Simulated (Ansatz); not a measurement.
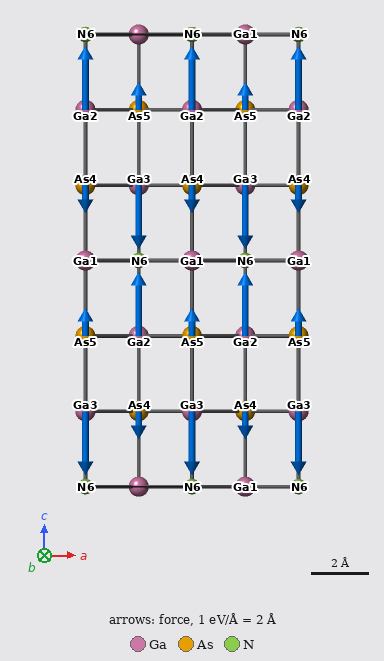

Starting geometry of a crystal of Ga$_{3}$As$_{2}$N (a generated structure, set up in I4/mmm) (coarse preliminary run) with the computed forces as blue arrows. The picture is a ball-and-stick view of the conventional cell (2 times the calculation's cell), repeated 2 × 1 × 1 with one cell outlined, seen along the b axis. Lengths and directions refer to the drawn axes.

Method: DFT PBE, scalar-relativistic, plane waves, PAW in Ansatz.

The input:
```yaml
crystal:
  lattice:
    - [-1.88503942, 1.88503942, 7.99754493]
    - [1.88503942, -1.88503942, 7.99754493]
    - [1.88503942, 1.88503942, -7.99754493]
  atoms:
    - { symbol: Ga, position: [0.5, 0.5, 0.0] }
    - { symbol: Ga, position: [0.83333333, 0.83333333, 0.0] }
    - { symbol: Ga, position: [0.16666667, 0.16666667, 0.0] }
    - { symbol: As, position: [0.66666667, 0.66666667, 0.0] }
    - { symbol: As, position: [0.33333333, 0.33333333, 0.0] }
    - { symbol: "N", position: [0.0, 0.0, 0.0] }
basis:
  ecutwfc: 420
kpoints:
  mp_grid: { grid: [6, 6, 6] }
hamiltonian:
  xc: pbe
scf:
  occupations: { method: gaussian, width: 0.1 }
  lower_state_search: "off"
output:
  forces: true
  stress: true
  eigenvalues: true
relax:
  adjacent_minimum: "off"
  f_tol: 0.04
  max_steps: 70
  cell: { stress_tol: 0.4 }
```

Launched with:
```bash
ansatz run input.yaml --threads 1 --pin off --max-ram 2560MiB --backend cpu --events-out ev --progress --plain --runs-dir out
```

### What follows when this structure is relaxed?

It isn't relaxed: the largest force vector, on Ga atoms, is 1.13 eV/Å. The atoms end up moving mostly along the starting forces (cosine between the two patterns 0.97). The largest moves relative to the cell, 0.85 Å, are those of Ga2 and Ga3. Ga2 goes along +c. By element the largest moves are Ga 0.85 Å, As 0.15 Å. N stays in place. The drawn cell changes as follows: a = b 3.770 → 3.569 Å (−5.3 %), c 15.995 → 16.730 Å (+4.6 %); the volume changes by −6.2 %. Near-neighbour distances that change, for instance: Ga2–As4 2.666 → 3.785 Å, Ga2–N6 2.666 → 1.940 Å, Ga1–N6 2.666 → 2.524 Å, Ga2–As5 2.666 → 2.619 Å. Bonds break: Ga2–As4 (2.67 → 3.78 Å), Ga3–As5 (2.67 → 3.78 Å). Bond angles that change, for instance: As4–Ga3–As4 180.0° → 149.0°, Ga3–As4–Ga3 180.0° → 149.0°, Ga1–As4–Ga3 90.0° → 74.5°. The space group stays I4/mmm (No. 139). Over 8 accepted moves (9 points after the start) the energy falls by 314 meV per atom. The largest force component goes from 1.1 to 0.0084 eV/Å. Pressure: −7.47 GPa at the start and −0.04 GPa at the end. The SCF was repeated once at an unchanged geometry on a basis and grid sized afresh for the cell, which shifted the energy by 0.5 meV per atom at most. Cost: 2 min on 1 thread of Arm Neoverse V2 (shared host), peak memory 0.45 GiB.
